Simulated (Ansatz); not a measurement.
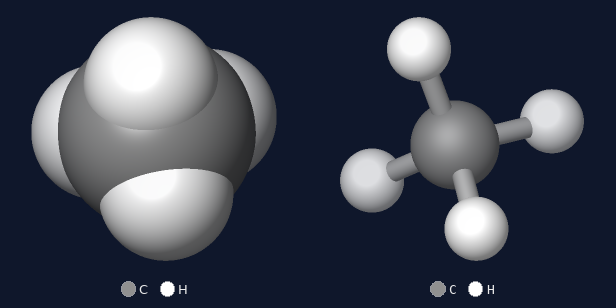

Two views of one molecule.

The computed structure is the end point of a PBE0-D4/def2-TZVP optimisation.

What is the molecular formula?

Answer. CH4, 5 atoms: 1 carbon and 4 hydrogen.

How many atoms are distinct by symmetry?

Answer. 2: 1 C, 4 H.

Count the bonded pairs by element.

Answer. 4 C–H. Sticks follow a distance rule.

The parts below concern this one geometry. Atoms keep their numbers from picture to picture.

## Shape

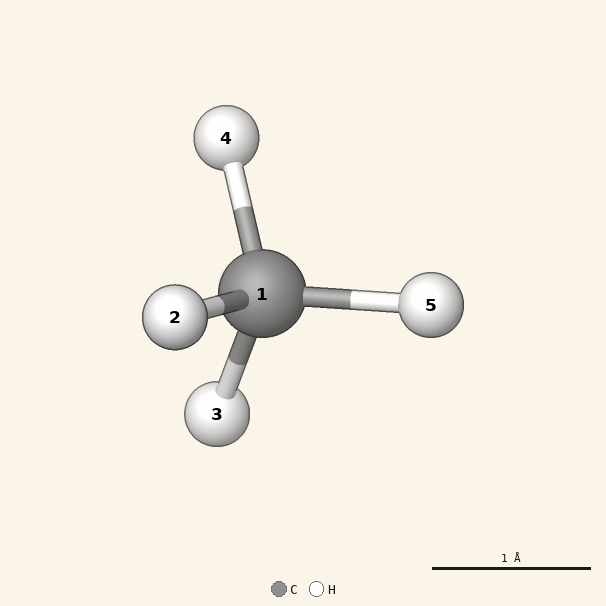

Atoms carry their numbers in the input.

How are the neighbours of atom 1 arranged?

Answer. C1 has 4 neighbours (H2 at 1.09, H3 at 1.09, H4 at 1.09, H5 at 1.09 Å); the arrangement is tetrahedral.

## Thermal motion

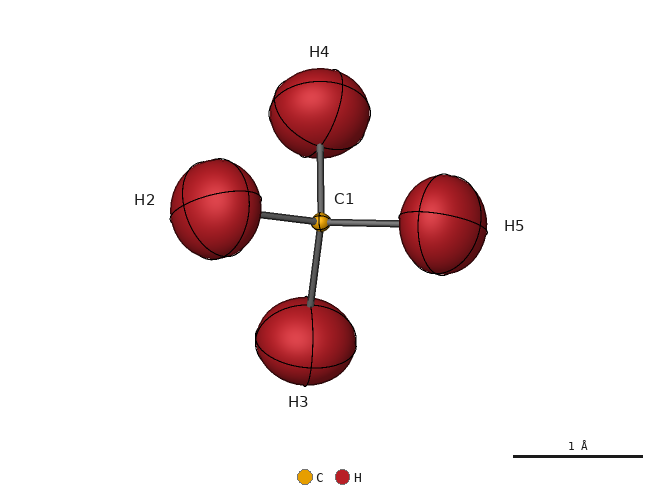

Displacement ellipsoids at the 50 % level, enlarged 3 times, from the internal vibrations of the free molecule (harmonic, no overall translation or rotation; no half-axis is drawn under 0.075 Å). Vibrations computed with RKS PBE0-D4/def2-TZVP (Ansatz 0.2.0). Temperature: 600 K.

Which atom moves most?

Answer. H2, H3, H4, H5, with U_eq = 0.0064 Å².

List U_eq and the three principal root-mean-square amplitudes for each kind of atom.

| atom | U_eq (Å²) | rms amplitudes (Å) |
| --- | --- | --- |
| C1 | 0.00022 | 0.015, 0.015, 0.015 |
| H2, H3, H4, H5 | 0.0064 | 0.071, 0.084, 0.084 |

## Electronic properties

Level of theory: RKS PBE0-D4/def2-TZVPP (Ansatz 0.2.0).

Estimate the HOMO–LUMO gap.

Answer. 12.68 eV.

Estimate the HOMO energy (Kohn–Sham orbital).

Answer. −10.98 eV.

## Charges

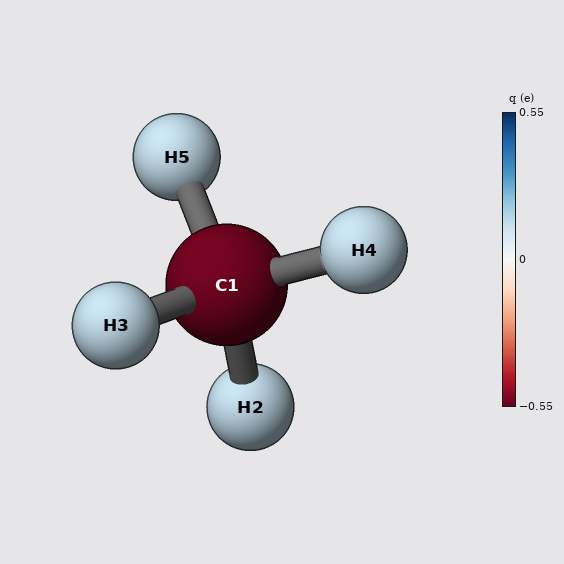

Atoms are coloured by their Mulliken charges. Level of theory: RKS PBE0-D4/def2-TZVP (Ansatz 0.2.0).

List the Mulliken charges.

| atom | value (e) |
| --- | --- |
| C1 | −0.53 |
| H2 | 0.13 |
| H3 | 0.13 |
| H4 | 0.13 |
| H5 | 0.13 |

Mulliken values depend strongly on the basis set and can even reverse the polarity of a bond.
